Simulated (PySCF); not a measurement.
# One shape, several levels: O2S (sulfur dioxide)

Aim: a comparison of 6 runs (HF/STO-3G, B3LYP/6-31G*, CAM-B3LYP/def2-TZVPP, M06-2X/def2-TZVPP, revPBE/def2-TZVPP, SCS-MP2/def2-TZVPP) of O2S (sulfur dioxide). 

The results are computed with PySCF 2.14.0.

### 1 The molecule

O2S has 3 atoms, charge 0, and is taken as a singlet. As SMILES, `O=S=O`. The shape is that of a GFN2-xTB optimisation.

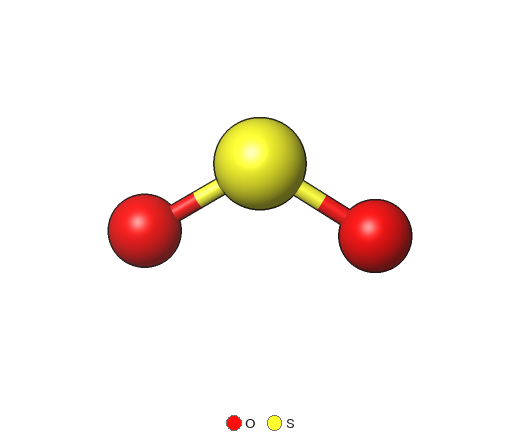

The structure, seen from a chosen angle (oxygen red, sulfur yellow).

### 2 The energy at HF/STO-3G (run 1)

Input file job.py:

```python
# O=S=O
from pyscf import gto, scf

mol = gto.Mole()
mol.atom = [
    ('O', (-0.970250, 0.629650, -0.459050)),
    ('S', (0.280030, 0.371410, 0.194090)),
    ('O', (0.690220, -1.001060, 0.264960)),
]
mol.basis = 'sto-3g'
mol.spin = 0
mol.max_memory = 1860
mol.charge = 0
mol.verbose = 3
mol.build()

mf = scf.RHF(mol)
mf.conv_tol = 1e-10
mf.kernel()
if not mf.converged:
    mf = mf.newton().run(mf.mo_coeff, mf.mo_occ)

etot = mf.e_tot
print('E = %.10f Eh' % etot)
```

Started as:

```bash
$ OMP_NUM_THREADS=1 python job.py
```

Log:

```text
converged SCF energy = -540.607310595732
E = -540.6073105957 Eh
```

It took 0.64 s on 1 thread of Arm Neoverse V1, shared host; peak memory 0.099 GiB.

### 3 A single-point energy at B3LYP/6-31G(d) (spherical functions) (run 2)

Input file input.py:

```python
from pyscf import gto, dft

system = gto.M(
    atom='''
O     -1.833507     1.189866    -0.867479
S      0.529180     0.701863     0.366777
O      1.304327    -1.891729     0.500702
''',
    basis='6-31g*',
    verbose=3,
    unit='bohr',
    max_memory=1860,
)

calc0 = dft.RKS(system, xc='b3lyp')
calc0.grids.level = 5
calc0.conv_tol = 1e-10
calc0.kernel()
if not calc0.converged:
    calc0 = calc0.newton().run(calc0.mo_coeff, calc0.mo_occ)

energy = calc0.e_tot
print('Final energy', energy)
```

Started as:

```bash
$ OMP_NUM_THREADS=1 python input.py
```

Log:

```text
converged SCF energy = -548.579281412378
Final energy -548.5792814123779
```

Wall time 4.5 s (1 thread of Arm Neoverse V1, shared host); peak memory 0.26 GiB.

Runs 3 to 5 aren't shown in full; the table further down has their settings and results.

### 4 A single-point energy at SCS-MP2/def2-TZVPP (run 6)

Input file run.py:

```python
from pyscf import gto, scf, mp

mol = gto.Mole()
mol.atom = [
    ('O', (-0.970250, 0.629650, -0.459050)),
    ('S', (0.280030, 0.371410, 0.194090)),
    ('O', (0.690220, -1.001060, 0.264960)),
]
mol.basis = 'def2-tzvpp'
mol.max_memory = 1860
mol.verbose = 4
mol.build()

hf = scf.RHF(mol)
hf.conv_tol = 1e-10
hf.kernel()
if not hf.converged:
    hf = hf.newton().run(hf.mo_coeff, hf.mo_occ)

pt = mp.MP2(hf, frozen=7).run()
e_tot = hf.e_tot + 1.2 * pt.e_corr_os + pt.e_corr_ss / 3
print('Final energy', e_tot)
```

Started as:

```bash
$ OMP_NUM_THREADS=1 python run.py
```

Log:

```text
PySCF version 2.14.0

[... 59 lines left out ...]
converged SCF energy = -547.302299169318
[... 1 line left out ...]
******** <class 'pyscf.mp.mp2.RMP2'> ********
nocc = 9, nmo = 97
frozen orbitals 7
E(RMP2) = -547.956536012458  E_corr = -0.654236843139555
E(SCS-RMP2) = -547.935967184515  E_corr = -0.633668015196121
E_corr(same-spin) = -0.17471099604386
E_corr(oppo-spin) = -0.479525847095695
Final energy -547.9359671845145
```

Run time: 2.8 s. Hardware: 1 thread of Arm Neoverse V1, shared host; peak memory 0.26 GiB.

### 5 The series

```tsv
run	level	integration grid	frozen core orbitals	energy (Eh)	dipole moment (D) of the reference	HOMO energy (eV)	LUMO energy (eV)	wall time
1	HF/STO-3G	–	–	-540.607311	1.90	-7.62	4.66	0.64 s
2	B3LYP/6-31G* (spherical functions)	5	–	-548.579281	1.85	-9.02	-3.37	4.5 s
3	CAM-B3LYP/def2-TZVPP	5	–	-548.671990	1.95	-11.10	-2.23	19 s
4	M06-2X/def2-TZVPP	5	–	-548.626302	2.00	-11.13	-2.34	24 s
5	revPBE/def2-TZVPP	5	–	-548.600003	1.63	-7.91	-4.23	11 s
6	SCS-MP2/def2-TZVPP	–	7	-547.935967	2.28	-13.57	0.35	2.8 s
```

### 6 What came out

```
                                          quantity          value
                               run 6: total energy  -547.93597 Eh
       run 6: dipole moment (Hartree–Fock density)         2.28 D
        run 6: HOMO energy (Hartree–Fock orbitals)      -13.57 eV
        run 6: LUMO energy (Hartree–Fock orbitals)        0.35 eV
      run 6: HOMO–LUMO gap (Hartree–Fock orbitals)       13.91 eV
run 6: correlation energy (7 core orbitals frozen)     -633.7 mEh
```

In words: Among the runs that give it from their own density at one geometry, the dipole moment runs from 1.63 D (revPBE/def2-TZVPP) to 2.00 D (M06-2X/def2-TZVPP). Among the runs that give it from their own density at one geometry, the HOMO–LUMO gap runs from 3.67 eV (revPBE/def2-TZVPP) to 12.27 eV (HF/STO-3G). Basis or surroundings differ between these two runs. Totals of different functionals can't be ranked against each other. All runs together took 62 s, the longest 24 s.
